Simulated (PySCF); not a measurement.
```xyz
8

Si   -1.4912   -0.5391    0.8988
Si    1.3177    0.2618   -0.4655
F    -2.4441   -1.4841    0.0013
F    -2.3984    0.7195    1.3464
O    -0.2688    0.0024   -0.0282
H     1.4413    0.0424   -1.9320
H     1.6924    1.6610   -0.1193
H     2.1971   -0.6922    0.2705
```

Geometry: PBE0-D3(BJ)/def2-SVP.

All numbers below come from UKS B3LYP, IGLO-III on F O Si, pcH-1 on H, non-relativistic, mean-field spin-orbit, GIAO (PySCF).

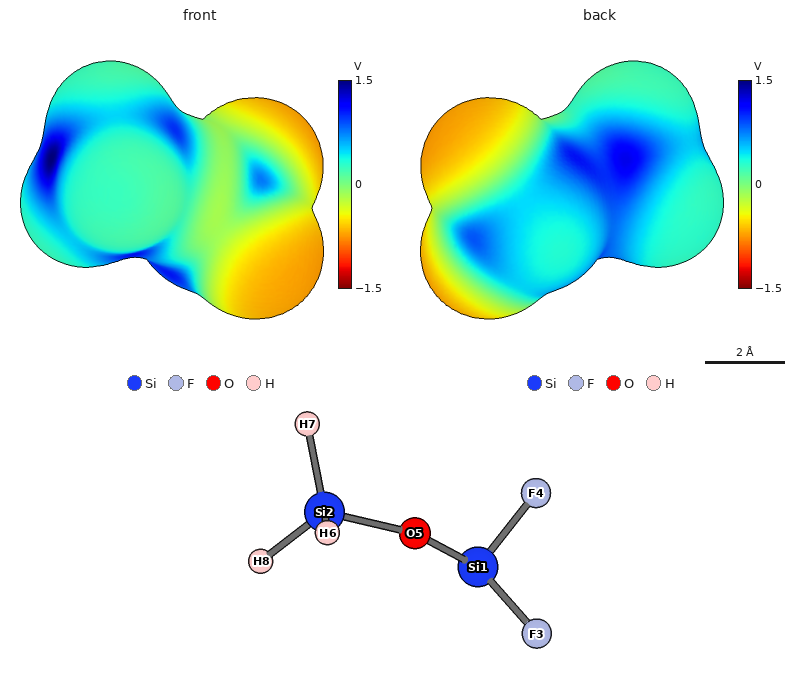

F2H3OSi2 (doublet). The molecular electrostatic potential painted on the density surface at 0.001 e/bohr³, seen from the front and from behind; red is negative and blue positive. The bare structure is drawn below in the same view.

Q: Where is the surface potential most negative and most positive?

A: The most negative region (about −0.7 V) lies over F3 and F4, the most positive (about +1.4 V) over Si2.
